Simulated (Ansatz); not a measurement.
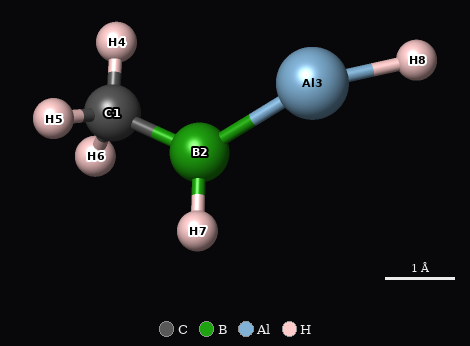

The input geometry (ball-and-stick view, seen at a tilt; atoms are numbered from 1 in the order of the input). Sticks mark near contacts.

Single-point calculation, with input and output: CH₅AlB

CH₅AlB, multiplicity 2, computed with UKS wB97M-V/def2-TZVPP (Ansatz 0.2.0).

The geometry comes from this level: PBE0-D4/def2-TZVP.

**The input**
```yaml
crystal:
  periodic: [false, false, false]
  atoms:
    - {symbol: C, position_ang: [-0.753734, 1.348127, -0.433062]}
    - {symbol: B, position_ang: [0.139186, 0.458903, 0.497097]}
    - {symbol: Al, position_ang: [0.648699, -1.525720, 0.273405]}
    - {symbol: H, position_ang: [-1.346042, 0.827391, -1.186516]}
    - {symbol: H, position_ang: [-0.127673, 2.089148, -0.947301]}
    - {symbol: H, position_ang: [-1.436135, 1.939408, 0.191118]}
    - {symbol: H, position_ang: [0.788079, 1.007746, 1.353808]}
    - {symbol: H, position_ang: [0.319721, -2.993164, 0.809391]}
basis:
  gaussian: {orbitals: def2-TZVPP}
magnetization: {spin_polarized: true, initial_magnetization: 1}
hamiltonian: {xc: {name: wB97M-V}}
```

Machine: 2 threads of Intel Xeon @ 2.50GHz, 11 GiB of memory available, shared host.

Launched with:
```bash
ansatz run in.yaml --threads 2 --pin off --events-out ev --progress --plain --max-ram 4352MiB
```

**What the program printed**
```
Functional definition: wB97M-V
  name "wB97M-V"
  cite "Mardirossian & Head-Gordon, J. Chem. Phys. 144, 214110 (2016) doi:10.1063/1.4952647"
  cite "Becke, J. Chem. Phys. 107, 8554 (1997) doi:10.1063/1.475007"
  cite "Vydrov & Van Voorhis, J. Chem. Phys. 133, 244103 (2010) doi:10.1063/1.3521275"
  # Of w^i u^j: cxij and so on, Table III.
  parameter omega = 0.3/bohr
  parameter cx = 0.15
  parameter cx01 = 1.007
  parameter cx10 = 0.259
  parameter css00 = 0.443
  parameter css04 = -1.437
  parameter css10 = -4.535
  parameter css20 = -3.390
  parameter css43 = 4.278
  parameter cos00 = 1.000
  parameter cos10 = 1.358
  parameter cos20 = 2.924
  parameter cos21 = -8.812
  parameter cos60 = -1.390
  parameter cos61 = 9.142
  parameter b = 6.0
  parameter c = 0.01
  gx(w, u) = 1 - cx + cx01*u + cx10*w
  gss(w, u) = css00 + css04*u^4 + css10*w + css20*w^2 + css43*w^4*u^3
  gos(w, u) = cos00 + cos10*w + (cos20 + cos21*u)*w^2 + (cos60 + cos61*u)*w^6
  exchange = spin_sum(e_x_unif_sr(omega)*gx(b97_w, b97_u_x)) + cx*exact_x_sr(omega) + exact_x_lr(omega)
  correlation = spin_sum(e_c_pw_mod_same_spin*gss(b97_w, b97_u_same))
      + integral(e_c_pw_mod_opposite_spin*gos(b97_w_opposite, b97_u_opposite)) + vv10(b, c)
916 factors; their error is unknown
253 factors; integrals over basis functions are off by at most 2.4e-5 eV
mean field evaluation 1: about -8382.7938 eV, gradient 3.1e1 eV
mean field evaluation 2: about -8384.0686 eV, gradient 2.8e1 eV
mean field evaluation 4: about -8388.4315 eV, gradient 8.5e-1 eV
mean field evaluation 8: about -8388.4923 eV, gradient 1.5e-1 eV
mean field evaluation 16: about -8388.4873 eV, gradient 1.6e-3 eV
mean field -8388.48729132 eV, -308.2712220351 hartree, gradient 6.0e-5 eV, S^2 0.755418; 2 other end points of the search recorded, 0 dependent functions left out
reference -8388.48734278 eV, -308.2712239262 hartree; 15, 14 occupied and 159, 160 virtual orbitals, 916 factors
Total energy: -8388.48734278 eV, -308.2712239262 hartree
```

**Summary**

```csv
quantity,value
outcome,converged
total energy,−8388.4873 eV
⟨S²⟩,0.755
SCF solution under orbital rotations,stable
wall time,12 s (CPU time 22 s)
peak memory,0.56 GiB
```
